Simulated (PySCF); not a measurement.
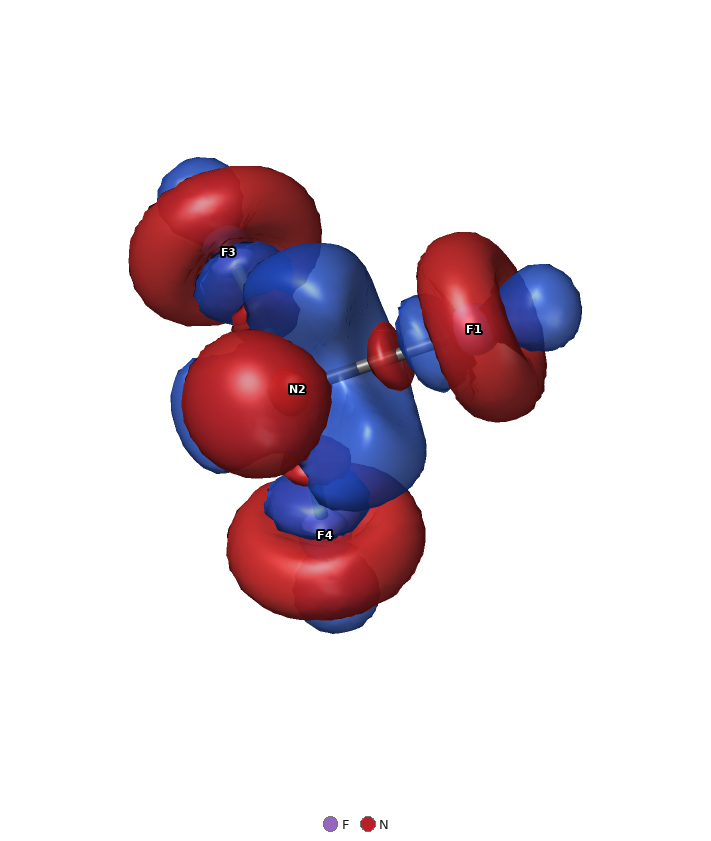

F3N, SMILES `FN(F)F`. Deformation density (molecule less spherical, spin-averaged free atoms at the same positions), surfaces at ±0.09 e/Å³; red: gain, blue: loss.

Level of theory: M06-2X/def2-TZVP (PySCF), at a geometry from GFN2-xTB. No frequency check shows the geometry to be a minimum.

Input script:

```python
import numpy as np
from pyscf import gto, scf, dft
from pyscf.scf import atom_ks, atom_hf
from scipy.linalg import block_diag

def solve(mol, dm0=None, hcore=None):
    mf = (dft.UKS if mol.spin else dft.RKS)(mol, xc='m062x')
    mf.grids.level = 3
    mf = mf.density_fit(auxbasis='def2-universal-jkfit')
    mf.conv_tol, mf.max_cycle = 1e-8, 80
    if hcore is not None:
        mf.get_hcore = lambda *args: hcore
    mf.kernel(dm0)
    if not mf.converged:
        mf = mf.newton().run(mf.mo_coeff, mf.mo_occ, max_cycle=30)
    assert mf.converged, 'SCF not converged'
    return mf

mol = gto.M(atom='''
F      1.15592    -0.42042     0.11895
N      0.00002    -0.00004    -0.45876
F     -0.94207    -0.79083     0.11894
F     -0.21386     1.21128     0.11893
''', basis='def2-tzvp', charge=0, spin=0, verbose=4)
mf = solve(mol)
mf.analyze()
# spherically averaged free atoms, for the promolecule
atm = atom_ks.get_atm_nrks(mol, xc='m062x')
pro = block_diag(*[(atm[a[0]][2] * atm[a[0]][3]) @ atm[a[0]][2].T for a in mol._atom])
np.savez('result.npz', e=mf.e_tot, c=mf.mo_coeff, occ=mf.mo_occ, eps=mf.mo_energy, pro=pro, dip=mf.dip_moment(verbose=0), s2=mf.spin_square()[0])
```

Run with:

```sh
OMP_NUM_THREADS=1 python input.py
```

The run took 10 s on 1 thread of Intel(R) Xeon(R) Platinum 8488C (Sapphire Rapids), on a shared host, peak memory 0.47 GiB.

Partitions, critical points and surface values were worked out afterwards from this run's density.

### Describe the bonding that the map shows.

F1–N2, N2–F3 and N2–F4: +0.17 e/Å³ at the bond critical point (bond length 1.36 Å, Mayer order 1.0). In all, 1.1 electrons gather in the regions of gain relative to the promolecule.
